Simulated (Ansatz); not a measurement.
**AlCl2HO: molecular dynamics**

The plan is to follow the molecule's vibrations and see whether its bonds hold. The start is relaxed first. Runs: 300 steps of 1 fs under a Nosé-Hoover thermostat at 300 K.

Program: Ansatz 0.2.0. Level of theory: RKS B3LYP/def2-SVP. These are calculated values, not measurements.

### 1 Starting point

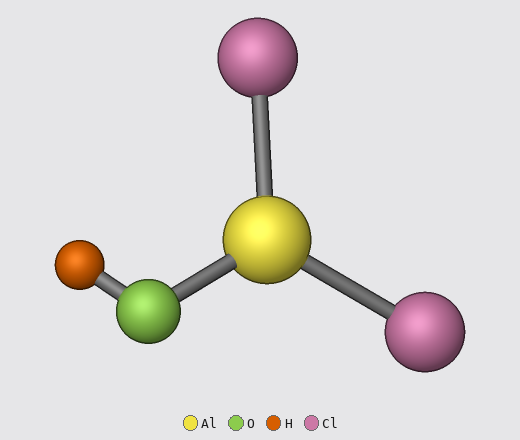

The starting structure, seen from a chosen angle (aluminium yellow, oxygen green, hydrogen orange, chlorine pink).

Coordinates:

```xyz
5

Al    0.0000    0.0000    0.0000
O     0.0000    0.0000    1.7800
H    -0.9095   -0.2814    2.1171
Cl    1.9312    0.0000   -1.1150
Cl   -1.9312    0.0000   -1.1150
```

### 2 Relaxing the start

Contents of input.yaml:

```yaml
crystal:
  periodic: [false, false, false]
  atoms:
    - { symbol: Al, position_ang: [0.0, 0.0, 0.0] }
    - { symbol: O, position_ang: [0.0, 0.0, 1.78] }
    - { symbol: H, position_ang: [-0.9095, -0.2814, 2.1171] }
    - { symbol: Cl, position_ang: [1.9312, 0.0, -1.115] }
    - { symbol: Cl, position_ang: [-1.9312, 0.0, -1.115] }
basis:
  gaussian: { orbitals: def2-SVP }
hamiltonian:
  xc: b3lyp
relax:
  f_tol: 0.02
  max_steps: 40
```

The run is started by

```
$ ansatz run input.yaml --threads 1 --pin off --max-ram 2048MiB --backend cpu --events-out ev --progress --plain --runs-dir out
```

The program printed (excerpt; [...] marks lines left out):

```text
Warning: RAYON_NUM_THREADS=1 ignored (pool sized by the plan → 1); use --threads N
[...]
Functional definition: B3LYP
[...]
707 factors; integrals over basis functions are off by at most 4.6e-4 eV
[...]
mean field -33700.10729938 eV, -1238.4561004989 hartree, gradient 5.9e-5 eV, S^2 0.000000; 0 other end points of the search recorded, 0 dependent functions left out
[...]
reference -33700.10752416 eV, -1238.4561087596 hartree; 28, 28 occupied and 45, 45 virtual orbitals, 707 factors
relax step   1: F+E_penalty+E_count = -33700.10729938 eV  Δ(F+E_penalty+E_count) = +0.000e0 eV  max|allowed force component| = 1.756e0 eV/Å  Δτ_max = 0.0000 Å  (23 SCF iters, accepted)
[...]
relax step   7: F+E_penalty+E_count = -33700.57390225 eV  Δ(F+E_penalty+E_count) = -1.133e-3 eV  max|allowed force component| = 2.932e-2 eV/Å  Δτ_max = 0.0254 Å  (26 SCF iters, accepted)
[...]
relax step   8: F+E_penalty+E_count = -33700.57393111 eV  Δ(F+E_penalty+E_count) = -2.886e-5 eV  max|allowed force component| = 7.588e-3 eV/Å  Δτ_max = 0.0037 Å  (21 SCF iters, accepted)
707 factors; integrals over basis functions are off by at most 3.9e-4 eV
[...]
mean field -33700.57393111 eV, -1238.4732488987 hartree, gradient 1.5e-5 eV, S^2 0.000000; 1 other end points of the search recorded, 0 dependent functions left out
[...]
reference -33700.57414996 eV, -1238.4732569415 hartree; 28, 28 occupied and 45, 45 virtual orbitals, 707 factors
Total energy: -33700.57414996 eV, -1238.4732569415 hartree
Atom 0 at    -0.043775    -0.035675    -0.039654 Å, force     0.007588     0.000304    -0.004942 eV/Å
Atom 1 at    -0.039706    -0.118173     1.646472 Å, force    -0.005358     0.000032     0.001555 eV/Å
Atom 2 at    -0.809355    -0.159307     2.221145 Å, force    -0.001925    -0.000461     0.005837 eV/Å
Atom 3 at     1.803138     0.043806    -1.008438 Å, force     0.001528     0.000174    -0.003510 eV/Å
Atom 4 at    -1.819803    -0.012051    -1.152425 Å, force    -0.001833    -0.000048     0.001060 eV/Å
Dipole moment:    -0.277758    -0.018425     0.280667 e Å
```

It took 21 s on 1 thread of Arm Neoverse V1, shared host; peak memory 0.14 GiB.

The steps of the relaxation:

```csv
step,energy from step 1 (eV),largest force component (eV/Å)
1,0.0000,1.7556
2,-0.2426,3.0135
3x,-0.2421,3.0959
4,-0.4044,1.7199
5,-0.4442,1.0389
6,-0.4655,0.2278
7,-0.4666,0.0293
8,-0.4666,0.0076
```

Step 1 is the start. 1 step was tried and not accepted (3; marked x where the table lists them).

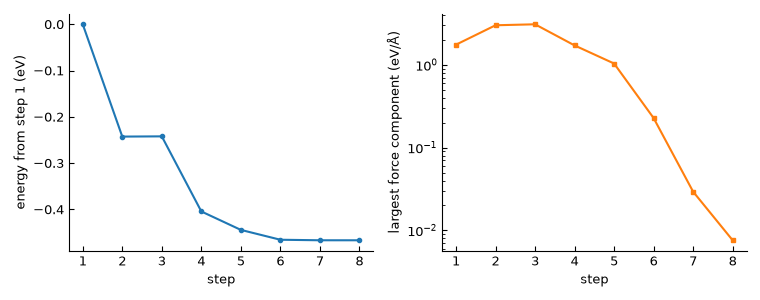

Energy and largest force along the relaxation.

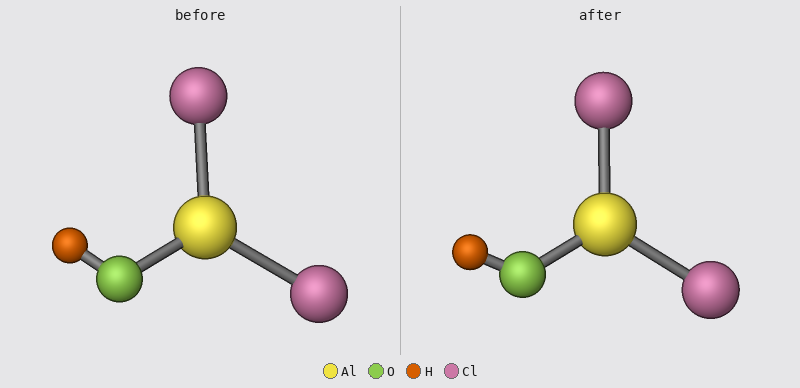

The structure before (left) and after (right), drawn at the same scale.

After: Bond lengths: Al1–O2 1.688 Å, O2–H3 0.961 Å, Al1–Cl4 2.087 Å, Al1–Cl5 2.096 Å. Angles: Al1–O2–H3 126.7°, O2–Al1–Cl4 117.6°, O2–Al1–Cl5 122.2°, Cl4–Al1–Cl5 120.2°.

### 3 Dynamics

300 steps of 1 fs under a Nosé-Hoover thermostat at 300 K, from the relaxed start.

Contents of input.yaml:

```yaml
crystal:
  periodic: [false, false, false]
  atoms:
    - { symbol: Al, position_ang: [-0.043775, -0.035675, -0.039654] }
    - { symbol: O, position_ang: [-0.039706, -0.118173, 1.646472] }
    - { symbol: H, position_ang: [-0.809355, -0.159307, 2.221145] }
    - { symbol: Cl, position_ang: [1.803138, 0.043806, -1.008438] }
    - { symbol: Cl, position_ang: [-1.819803, -0.012051, -1.152425] }
basis:
  gaussian: { orbitals: def2-SVP }
hamiltonian:
  xc: b3lyp
md:
  timestep: 1.0
  n_steps: 300
  ensemble: nvt_nose_hoover
  temperature: 300.0
  initial_velocities: maxwell_boltzmann
  seed: 564548
  nose_hoover: { tau: 20.0, chain_length: 1 }
```

The run is started by

```
$ ansatz run input.yaml --threads 1 --pin off --max-ram 2048MiB --backend cpu --events-out ev --progress --plain --runs-dir out
```

The program printed (excerpt; [...] marks lines left out):

```text
Warning: RAYON_NUM_THREADS=1 ignored (pool sized by the plan → 1); use --threads N
[...]
[... 1 set-up line as earlier in the session ...]
[...]
703 factors; integrals over basis functions are off by at most 3.9e-4 eV
[...]
mean field -33700.57392604 eV, -1238.4732487126 hartree, gradient 5.3e-5 eV, S^2 0.000000; 0 other end points of the search recorded, 0 dependent functions left out
[...]
reference -33700.57414563 eV, -1238.4732567823 hartree; 28, 28 occupied and 45, 45 virtual orbitals, 703 factors
md step     0: t =     0.00 fs  T =   300.0 K  F+E_penalty+E_count = -33700.57392604 eV  E_kin = 0.116334 eV  conserved = -33700.45759204 eV  (22 SCF iters)
[...]
md step    20: t =    20.00 fs  T =   168.6 K  F+E_penalty+E_count = -33700.50319210 eV  E_kin = 0.065390 eV  conserved = -33700.45741700 eV  (26 SCF iters)
[...]
md step    40: t =    40.00 fs  T =   335.3 K  F+E_penalty+E_count = -33700.47406466 eV  E_kin = 0.130026 eV  conserved = -33700.45739407 eV  (25 SCF iters)
[...]
md step    60: t =    60.00 fs  T =   470.9 K  F+E_penalty+E_count = -33700.30910736 eV  E_kin = 0.182600 eV  conserved = -33700.45619791 eV  (23 SCF iters)
[...]
md step    80: t =    80.00 fs  T =   420.8 K  F+E_penalty+E_count = -33700.34338575 eV  E_kin = 0.163186 eV  conserved = -33700.45628279 eV  (24 SCF iters)
md step    81: t =    81.00 fs  T =   367.8 K  F+E_penalty+E_count = -33700.33275973 eV  E_kin = 0.142621 eV  conserved = -33700.45613319 eV  (25 SCF iters)
```

### 4 The output, continued: dynamics from the start

Output, continued (excerpt; [...] marks lines left out):

```text
md step    82: t =    82.00 fs  T =   342.7 K  F+E_penalty+E_count = -33700.33231383 eV  E_kin = 0.132884 eV  conserved = -33700.45616540 eV  (25 SCF iters)
[...]
md step   107: t =   107.00 fs  T =   280.3 K  F+E_penalty+E_count = -33700.50559585 eV  E_kin = 0.108709 eV  conserved = -33700.45725875 eV  (25 SCF iters)
[...]
md step   132: t =   132.00 fs  T =    80.1 K  F+E_penalty+E_count = -33700.50820997 eV  E_kin = 0.031080 eV  conserved = -33700.45725750 eV  (22 SCF iters)
[...]
md step   157: t =   157.00 fs  T =   189.0 K  F+E_penalty+E_count = -33700.50272941 eV  E_kin = 0.073304 eV  conserved = -33700.45716716 eV  (25 SCF iters)
[...]
md step   182: t =   182.00 fs  T =   414.3 K  F+E_penalty+E_count = -33700.46869466 eV  E_kin = 0.160643 eV  conserved = -33700.45734786 eV  (25 SCF iters)
md step   183: t =   183.00 fs  T =   454.0 K  F+E_penalty+E_count = -33700.46908035 eV  E_kin = 0.176065 eV  conserved = -33700.45736408 eV  (25 SCF iters)
md step   184: t =   184.00 fs  T =   478.4 K  F+E_penalty+E_count = -33700.46272880 eV  E_kin = 0.185509 eV  conserved = -33700.45728283 eV  (25 SCF iters)
```

### 5 The log goes on: dynamics from the start

Output, continued (excerpt; [...] marks lines left out):

```text
md step   185: t =   185.00 fs  T =   486.1 K  F+E_penalty+E_count = -33700.44990418 eV  E_kin = 0.188493 eV  conserved = -33700.45718781 eV  (25 SCF iters)
[...]
md step   206: t =   206.00 fs  T =   502.3 K  F+E_penalty+E_count = -33700.29269931 eV  E_kin = 0.194763 eV  conserved = -33700.45612556 eV  (24 SCF iters)
[...]
md step   227: t =   227.00 fs  T =   223.7 K  F+E_penalty+E_count = -33700.39648724 eV  E_kin = 0.086734 eV  conserved = -33700.45656642 eV  (22 SCF iters)
[...]
md step   248: t =   248.00 fs  T =    88.2 K  F+E_penalty+E_count = -33700.43928204 eV  E_kin = 0.034193 eV  conserved = -33700.45701739 eV  (25 SCF iters)
[...]
md step   299: t =   299.00 fs  T =   173.7 K  F+E_penalty+E_count = -33700.47166118 eV  E_kin = 0.067352 eV  conserved = -33700.45697359 eV  (23 SCF iters)
[...]
md step   300: t =   300.00 fs  T =   183.2 K  F+E_penalty+E_count = -33700.47221568 eV  E_kin = 0.071041 eV  conserved = -33700.45696774 eV  (24 SCF iters)
Total energy: -33700.47243409 eV, -1238.4695189520 hartree
Atom 0 at    -0.040812    -0.015861    -0.003317 Å, force     0.087040     0.020597    -1.974738 eV/Å
Atom 1 at    -0.083265    -0.110555     1.619120 Å, force     0.170569    -0.167015     1.714313 eV/Å
Atom 2 at    -0.598555    -0.582862     2.269276 Å, force    -0.140890     0.051537     0.172223 eV/Å
Atom 3 at     1.788846     0.036932    -1.026229 Å, force    -0.065207     0.069239     0.113278 eV/Å
Atom 4 at    -1.794101    -0.011652    -1.151316 Å, force    -0.051513     0.025641    -0.025075 eV/Å
Dipole moment:    -0.183926    -0.149286     0.396528 e Å
```

Run time: 11 min. Hardware: 1 thread of Arm Neoverse V1, shared host; peak memory 0.14 GiB.

### 6 Frames and traces

The trajectory, every 12 steps (energies from step 0):

```csv
time (fs),T (K),potential energy change (meV/atom),conserved energy change (meV/atom)
0.0,300,0.0,0.00
12.0,151,12.5,0.05
24.0,100,21.2,0.07
36.0,302,14.5,0.02
48.0,251,38.1,0.20
60.0,471,53.0,0.28
72.0,857,29.8,0.12
84.0,360,43.2,0.23
96.0,166,31.5,0.12
108.0,299,10.9,0.05
120.0,134,12.3,0.08
132.0,80,13.1,0.07
144.0,240,2.6,0.03
156.0,181,14.3,0.10
168.0,150,26.7,0.11
180.0,309,24.1,0.08
192.0,384,49.8,0.30
204.0,712,42.6,0.19
216.0,595,34.8,0.13
228.0,226,33.8,0.18
240.0,95,28.1,0.11
252.0,191,17.8,0.08
264.0,247,10.1,0.10
276.0,220,10.0,0.08
288.0,176,14.5,0.07
300.0,183,20.3,0.12
```

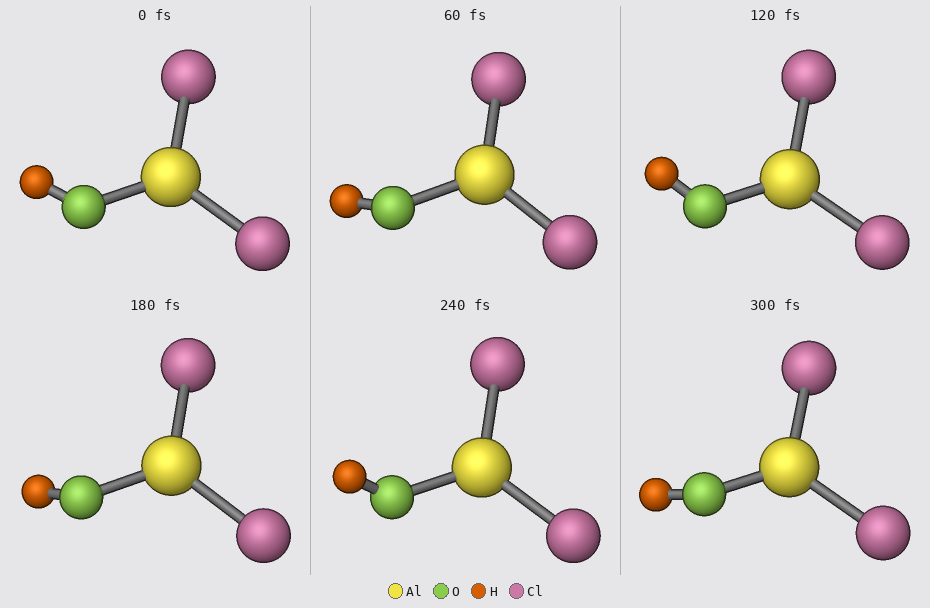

Six frames of the run, seen from a chosen angle. Sticks join atoms within a bonding distance in each frame.

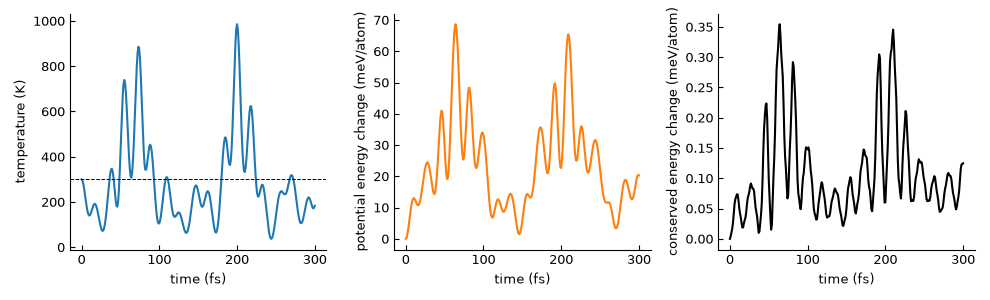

Traces against time; each panel has its own scale. The dashed line is the set temperature.

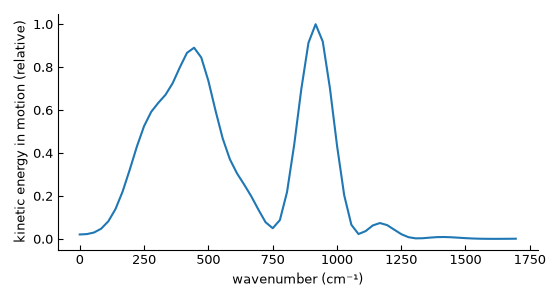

Power spectrum of the mass-weighted velocities; a run of 300 fs resolves no finer than about 220 cm⁻¹.

Maxima of the velocity power spectrum (cm⁻¹, relative height; resolution about 220 cm⁻¹): 440 (89), 920 (100).

### 7 Positions and forces

Positions (Å) and forces (eV/Å):

```xyz
5
time_fs=38.0 T=345 dE=0.0757
Al   -0.074    0.080   -0.023    0.913   -0.576   -0.479
O    -0.028   -0.196    1.629   -0.151    0.258    0.472
H    -0.739   -0.122    2.276    0.086   -0.060   -0.085
Cl    1.808    0.016   -1.012   -0.512    0.193    0.253
Cl   -1.809   -0.039   -1.155   -0.335    0.184   -0.161
5
time_fs=75.0 T=841 dE=0.1314
Al   -0.028   -0.057   -0.024   -0.570    0.346   -0.726
O    -0.031   -0.068    1.660   -0.168   -0.416    0.247
H    -0.666   -0.700    2.018   -0.082    0.147    0.458
Cl    1.782    0.045   -1.006    0.453    0.021   -0.274
Cl   -1.819   -0.004   -1.166    0.367   -0.098    0.294
5
time_fs=112.0 T=283 dE=0.0343
Al   -0.043   -0.101   -0.017    0.024    0.368   -0.856
O    -0.049   -0.098    1.649    0.057   -0.044    0.543
H    -0.749    0.031    2.293   -0.011   -0.068   -0.051
Cl    1.804    0.062   -1.021   -0.289   -0.146    0.199
Cl   -1.819    0.005   -1.160    0.220   -0.111    0.166
5
time_fs=150.0 T=247 dE=0.0289
Al   -0.054   -0.013   -0.024    0.495   -0.034   -1.246
O    -0.053   -0.132    1.623    0.026   -0.056    1.088
H    -0.784   -0.233    2.236   -0.025    0.017    0.053
Cl    1.810    0.038   -1.017   -0.344    0.035    0.199
Cl   -1.813   -0.015   -1.146   -0.152    0.038   -0.094
5
time_fs=188.0 T=421 dE=0.1918
Al   -0.033    0.029   -0.018   -0.128    0.075   -2.588
O    -0.028   -0.121    1.617   -0.595   -0.590    1.749
H    -0.786   -0.654    1.911    0.231    0.305    0.450
Cl    1.818    0.024   -1.000   -0.119    0.139   -0.018
Cl   -1.849   -0.027   -1.155    0.611    0.070    0.407
5
time_fs=225.0 T=265 dE=0.1767
Al   -0.046   -0.044   -0.051    0.022    0.133   -2.454
O    -0.054   -0.156    1.556    0.054   -0.017    2.447
H    -0.431    0.365    2.260   -0.139   -0.080    0.280
Cl    1.823    0.052   -0.979   -0.010   -0.043   -0.182
Cl   -1.842   -0.011   -1.134    0.072    0.007   -0.091
5
time_fs=262.0 T=234 dE=0.0575
Al   -0.051   -0.052   -0.026    0.319    0.127   -1.814
O    -0.033   -0.134    1.622   -0.261    0.102    1.340
H    -0.791    0.072    2.183    0.144   -0.146    0.044
Cl    1.830    0.052   -1.006   -0.530   -0.070    0.222
Cl   -1.844   -0.007   -1.154    0.328   -0.012    0.208
5
time_fs=300.0 T=183 dE=0.1017
Al   -0.041   -0.016   -0.003    0.087    0.021   -1.975
O    -0.083   -0.111    1.619    0.171   -0.167    1.714
H    -0.599   -0.583    2.269   -0.141    0.051    0.172
Cl    1.789    0.037   -1.026   -0.065    0.069    0.113
Cl   -1.794   -0.012   -1.151   -0.051    0.026   -0.025
```

### 8 What came out

```
                              quantity                         value
               relaxation of the start       6 moves, 0.467 eV lower
                                length             300 steps of 1 fs
      temperature, first and last step                 300 and 183 K
              temperature, second half  mean 294 K, from 37 to 986 K
         potential energy, second half   +25 meV/atom from the start
largest change of the conserved energy                 0.35 meV/atom
                bonds formed or broken                             0
```

Against a set 300 K the second half averages 294 K with a spread of 198 K. The conserved energy strays from its start by at most 0.35 meV/atom, 1.6 % of the mean kinetic energy, which is good for a step of 1 fs. The bonding pattern survives the run. Averages from a run of 300 fs with 5 atoms are rough. The nuclei move classically, without zero-point motion, which matters most for hydrogen.
